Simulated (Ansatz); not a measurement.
# Calculations on BH₃BrF

## 1. Relaxation

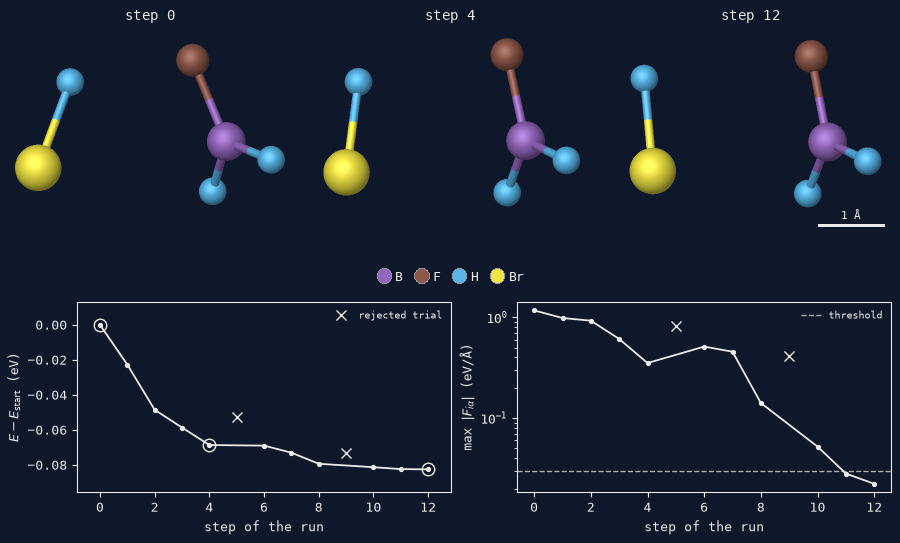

Frames of a relaxation of BH3BrF, marked on the history of the run. The picture is a ball-and-stick view, seen at a tilt.

The run prepares an end point of a later path (reaction) calculation, from a guessed geometry.

Level of theory: RKS PBE/def2-SVP (Ansatz).

Input
```yaml
crystal:
  periodic: [false, false, false]
  atoms:
    - { symbol: B, position_ang: [-0.007486, 0.264987, -0.035611] }
    - { symbol: F, position_ang: [-0.008286, 0.428154, 1.288585] }
    - { symbol: H, position_ang: [1.067873, 0.243646, -0.604604] }
    - { symbol: H, position_ang: [-1.084941, 0.19931, -0.598168] }
    - { symbol: Br, position_ang: [0.112349, -2.808831, 0.981828] }
    - { symbol: H, position_ang: [0.065192, -1.610466, 1.89027] }
basis:
  gaussian: { orbitals: def2-SVP }
hamiltonian:
  xc: pbe
relax:
  f_tol: 0.03
  max_steps: 50
output:
  orbitals: {}
```

Launched with:
```bash
ansatz run input.yaml --threads 1 --pin off --max-ram 2048MiB --backend cpu --events-out ev --progress --plain --runs-dir out
```

> Describe the path.

The atom that moves furthest after the best rigid fit is H6 (0.44 Å). Largest moves by element: H 0.44 Å, F 0.32 Å, Br 0.25 Å, B 0.02 Å. Near-neighbour distances that change, for instance: B1–Br5 3.240 → 3.023 Å, Br5–H6 1.505 → 1.438 Å. After 10 accepted moves (12 points after the start) the energy has fallen by 0.083 eV. Largest force component: 1.2 eV/Å at the start, 0.022 eV/Å at the end. The line search rejected the trial steps at points 5, 9 of the run. From step 0 to 4: F2 moves most (0.26 Å), energy −0.069 eV. From step 4 to 12: H6 moves most (0.24 Å), energy −0.014 eV.

```
step  E − E(0), eV  largest force component, eV/Å      note
   0        0.0000                         1.1706          
   1       -0.0227                         0.9844          
   2       -0.0485                         0.9260          
   3       -0.0586                         0.6100          
   4       -0.0686                         0.3517          
   5       -0.0527                         0.8271  rejected
   6       -0.0690                         0.5124          
   7       -0.0730                         0.4555          
   8       -0.0793                         0.1411          
   9       -0.0731                         0.4144  rejected
  10       -0.0813                         0.0521          
  11       -0.0824                         0.0282          
  12       -0.0825                         0.0223
```

## 2. Relaxation

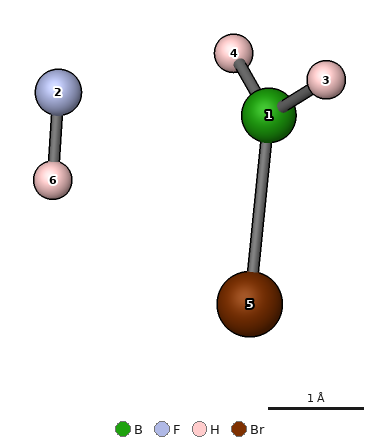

BH3BrF, before the relaxation. A ball-and-stick model, seen at a tilt.

The run prepares an end point of a later path (reaction) calculation, from a guessed geometry.

Level of theory: RKS PBE/def2-SVP (Ansatz 0.2.0).

Input file:
```yaml
crystal:
  periodic: [false, false, false]
  atoms:
    - { symbol: B, position_ang: [0.021304, -0.466522, -0.360221] }
    - { symbol: F, position_ang: [0.002897, 0.233426, 2.052753] }
    - { symbol: H, position_ang: [1.093355, 0.056385, -0.550819] }
    - { symbol: H, position_ang: [-1.079145, -0.006547, -0.550836] }
    - { symbol: Br, position_ang: [0.077488, -2.418118, 0.101441] }
    - { symbol: H, position_ang: [0.028801, -0.681824, 2.229981] }
basis:
  gaussian: { orbitals: def2-SVP }
hamiltonian:
  xc: pbe
relax:
  f_tol: 0.03
  max_steps: 50
```

Run as
```bash
ansatz run input.yaml --threads 1 --pin off --max-ram 2048MiB --backend cpu --events-out ev --progress --plain --runs-dir out
```

Predict the outcome.

Answer. The atom that moves furthest after the best rigid fit is F2 (0.41 Å). Largest moves by element: F 0.41 Å, H 0.35 Å, B 0.30 Å, Br 0.25 Å. Some distances before and after: B1–F2 2.513 → 1.804 Å, Br5–H6 2.747 → 2.187 Å, F2–H6 0.933 → 0.976 Å, B1–Br5 2.006 → 2.011 Å. Among the angles between lasting bonds that change: H3–B1–H4 128.2° → 124.2°. The energy falls by 4.30 kcal/mol in 8 geometry steps. Largest force component: 1.1 eV/Å at the start, 0.017 eV/Å at the end. The run took 17 s on 1 thread of Arm Neoverse V2, on a shared host, peak memory 0.13 GiB.

History of the run:

```
step  E − E(0), kcal/mol  largest force component, eV/Å
   0                0.00                         1.0579
   1               -2.23                         0.3355
   2               -3.55                         0.5563
   3               -3.71                         0.7043
   4               -4.22                         0.2389
   5               -4.27                         0.0527
   6               -4.29                         0.0445
   7               -4.30                         0.0477
   8               -4.30                         0.0165
```

Final geometry:

```xyz
6

B     0.0187   -0.3655   -0.0740
F     0.0052    0.1281    1.6613
H     1.0741    0.0823   -0.4562
H    -1.0611    0.0209   -0.4553
Br    0.0754   -2.3339    0.3366
H     0.0324   -0.8151    1.9100
```

After the run, drawn alike:

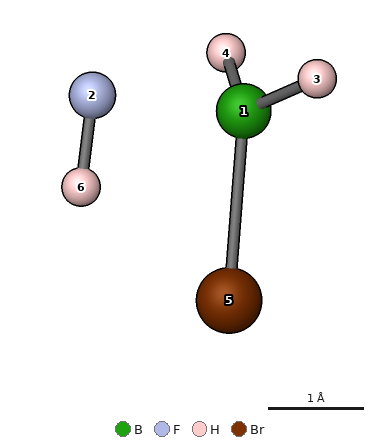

Limits of the set-up: the start holds two separate molecules, 2.5 Å apart at their closest, whose relative position is a soft coordinate and is computed without a dispersion correction.

## 3. Path

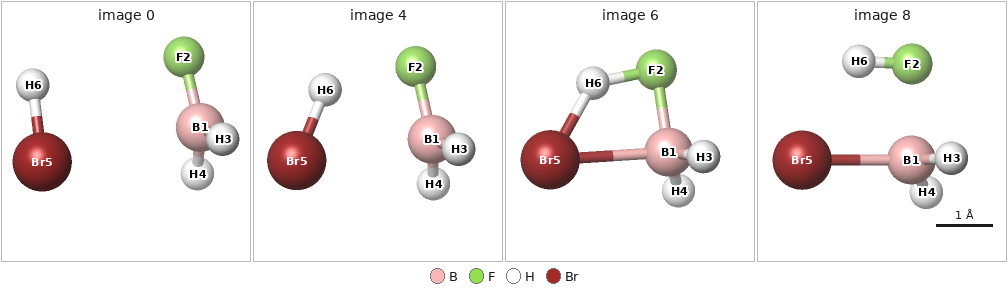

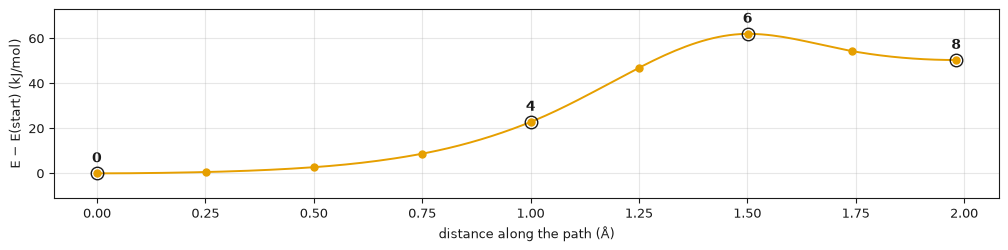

A search for the minimum-energy path of BH$_{3}$BrF, made up at the start of BH₂F and HBr by the nudged elastic band. Images are numbered from 0 (start) to 8 (end). The picture is a ball-and-stick view, seen at a tilt.

All numbers below come from RKS PBE/def2-SVP in Ansatz 0.2.0.

Input file:
```yaml
crystal:
  periodic: [false, false, false]
  atoms:
    - { symbol: B, position_ang: [-0.007082, 0.281826, -0.049235] }
    - { symbol: F, position_ang: [-0.017953, 0.738915, 1.20739] }
    - { symbol: H, position_ang: [1.075436, 0.177594, -0.598319] }
    - { symbol: H, position_ang: [-1.083952, 0.106988, -0.591262] }
    - { symbol: Br, position_ang: [0.091945, -2.608219, 0.830213] }
    - { symbol: H, position_ang: [0.086306, -1.980303, 2.123514] }
basis:
  gaussian: { orbitals: def2-SVP }
hamiltonian:
  xc: pbe
neb:
  order_check: false
  images: 7
  f_tol: 0.03
  max_iterations: 60
  final_atoms:
    - { symbol: B, position_ang: [0.01505666, -0.36430448, -0.07352569] }
    - { symbol: F, position_ang: [0.00832054, 0.12541363, 1.66288449] }
    - { symbol: H, position_ang: [1.06671712, 0.08878333, -0.46010098] }
    - { symbol: H, position_ang: [-1.06826261, 0.01844521, -0.44854633] }
    - { symbol: Br, position_ang: [0.0821205, -2.33328611, 0.33227409] }
    - { symbol: H, position_ang: [0.04074779, -0.81825058, 1.90931541] }
  initial_path:
    images:
      - { positions_ang: [[-0.007082, 0.281826, -0.049235], [-0.017953, 0.738915, 1.20739], [1.075436, 0.177594, -0.598319], [-1.083952, 0.106988, -0.591262], [0.091945, -2.608219, 0.830213], [0.086306, -1.980303, 2.123514]] }
      - { positions_ang: [[-0.00575678, 0.21273301, -0.0353537], [-0.0134616, 0.55079525, 1.32458773], [1.06359612, 0.1368484, -0.59617692], [-1.07119323, 0.08270306, -0.59034427], [0.09443668, -2.5114326, 0.80235215], [0.07707882, -1.75484612, 2.01723602]] }
      - { positions_ang: [[-0.00443157, 0.14364002, -0.02147241], [-0.0089702, 0.36267549, 1.44178546], [1.05175623, 0.09610281, -0.59403484], [-1.05843445, 0.05841812, -0.58942655], [0.09692835, -2.41464619, 0.7744913], [0.06785163, -1.52938924, 1.91095803]] }
      - { positions_ang: [[-0.00310635, 0.07454703, -0.00759111], [-0.0044788, 0.17455574, 1.55898319], [1.03991635, 0.05535721, -0.59189277], [-1.04567568, 0.03413318, -0.58850882], [0.09942003, -2.31785979, 0.74663045], [0.05862445, -1.30393236, 1.80468005]] }
      - { positions_ang: [[-0.00178113, 0.00545403, 0.00629018], [1.26e-05, -0.01356401, 1.67618093], [1.02807646, 0.01461161, -0.58975069], [-1.0329169, 0.00984824, -0.58759109], [0.10191171, -2.22107339, 0.71876961], [0.04939727, -1.07847548, 1.69840207]] }
      - { positions_ang: [[0.00242831, -0.08698559, -0.01366379], [0.00208959, 0.0211804, 1.67285682], [1.03773663, 0.03315454, -0.55733826], [-1.04175333, 0.01199748, -0.5528299], [0.0969639, -2.24912657, 0.62214573], [0.0472349, -1.01341926, 1.7511304]] }
      - { positions_ang: [[0.00663776, -0.17942522, -0.03361775], [0.00416657, 0.05592481, 1.66953271], [1.04739679, 0.05169747, -0.52492583], [-1.05058976, 0.01414672, -0.51806871], [0.0920161, -2.27717975, 0.52552185], [0.04507253, -0.94836303, 1.80385874]] }
      - { positions_ang: [[0.01084721, -0.27186485, -0.05357172], [0.00624355, 0.09066922, 1.6662086], [1.05705696, 0.0702404, -0.4925134], [-1.05942619, 0.01629596, -0.48330752], [0.0870683, -2.30523293, 0.42889797], [0.04291016, -0.8833068, 1.85658707]] }
      - { positions_ang: [[0.01505666, -0.36430448, -0.07352569], [0.00832054, 0.12541363, 1.66288449], [1.06671712, 0.08878333, -0.46010098], [-1.06826261, 0.01844521, -0.44854633], [0.0821205, -2.33328611, 0.33227409], [0.04074779, -0.81825058, 1.90931541]] }
```

Command:
```bash
ansatz run input.yaml --threads 1 --pin off --max-ram 2048MiB --backend cpu --events-out ev --progress --plain --runs-dir out
```

> Read off the barrier and say what moves.

Forward barrier 62.0 kJ/mol, backward barrier 11.6 kJ/mol, with image 6 at the top; the reaction energy is +50.4 kJ/mol. Breaking: B1–F2 (1.34 → 1.55 at the top → 1.80 Å), Br5–H6 (1.44 → 1.69 at the top → 2.19 Å). Forming: B1–Br5 (3.02 → 2.20 at the top → 2.01 Å), F2–H6 (2.87 → 1.21 at the top → 0.98 Å). The band is converged. At the top, the vibrational analysis gives one imaginary mode (646i cm⁻¹), as a transition state must have.

Limits of the set-up: the start holds two separate molecules, 2.9 Å apart at their closest, whose relative position is a soft coordinate and is computed without a dispersion correction.

The run took 2.3 min on 1 thread of Arm Neoverse V2, with other jobs on the host, peak memory 0.16 GiB.
